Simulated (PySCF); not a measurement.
## Electronic structure of SnTe in real space

```xyz
2

Sn    0.0000    0.0000   -1.3203
Te    0.0000    0.0000    1.2187
```

Core potentials replace the inner electrons of Sn and Te.

Level of theory: PBE0/def2-SVP, non-relativistic Hamiltonian with scalar-relativistic core potentials where named, at a bond length of 2.539 Å in PySCF.

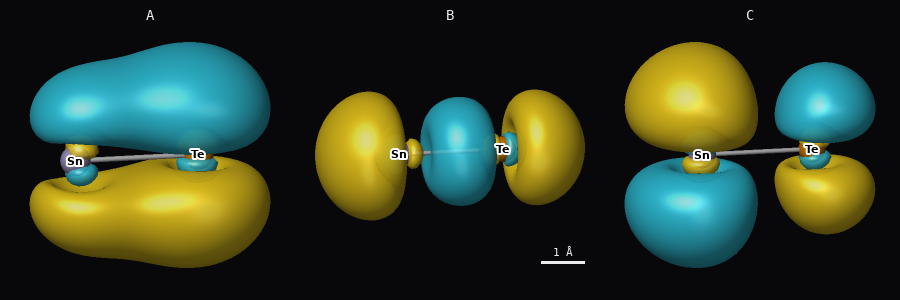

Figure 1. Three frontier orbitals, each drawn at the value that holds 80 % of its norm (yellow and cyan are the two phases), in no order; of a degenerate pair one member is drawn.

> Label each orbital by symmetry, say whether it is occupied, and order them by energy.

Orbital B: σ, occupied, −6.98 eV; shared between the atoms (Sn 50 %, Te 50 %).
Orbital A: π, occupied, −6.62 eV; mainly on Te (75 %).
Orbital C: π, empty, −2.64 eV; mainly on Sn (70 %).

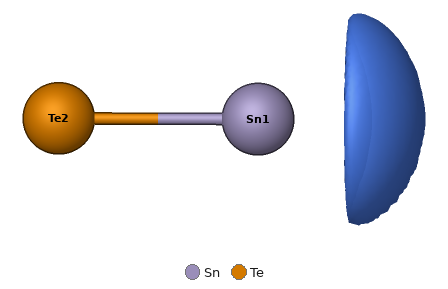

Figure 2. Isosurface of the electron localisation function at 0.85 (blue), seen from one side. Core shells and regions of very low density are left out.

> Where are the electrons localised?

At this value the surface marks out one lobe on Sn, pointing away from the bonds (lone pairs).


Sn–Te (2.54 Å): the ELF reaches about 0.60 near the midpoint.

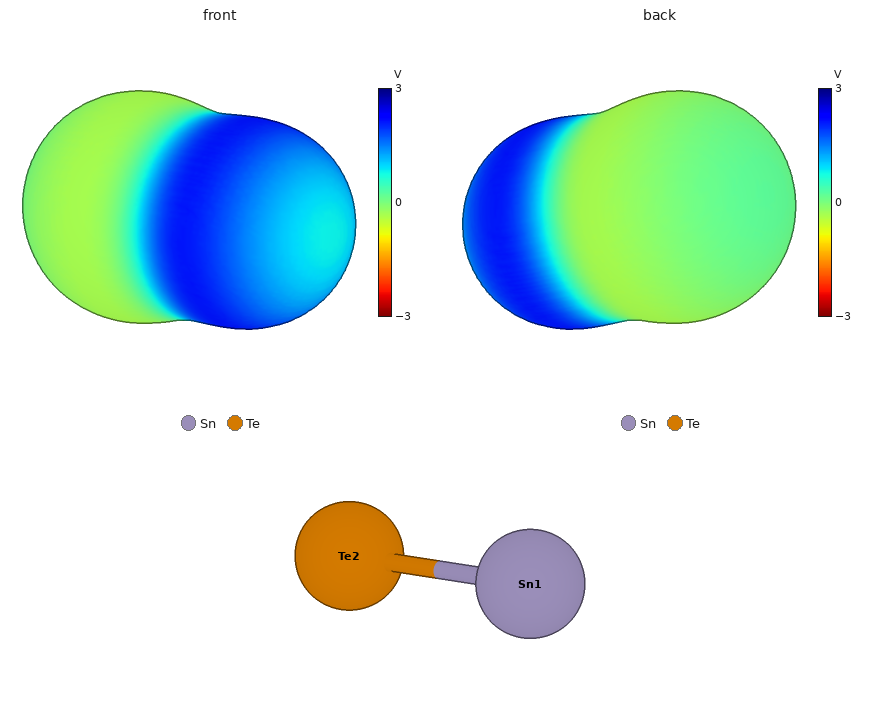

Figure 3. The electrostatic potential painted on the density surface at 0.004 e/bohr³, seen from the front and from behind; the colour scale runs from red (negative) to blue (positive). The bare structure is drawn below in the same view.

> Which sites attract a positive test charge, and which a negative one?

A positive charge is drawn to the negative regions and a negative charge to the positive ones. The most negative region (about −0.3 V, or −7 kcal/mol for a unit charge) lies over Te2, the most positive (about +2.1 V, or +48 kcal/mol for a unit charge) over Sn1.
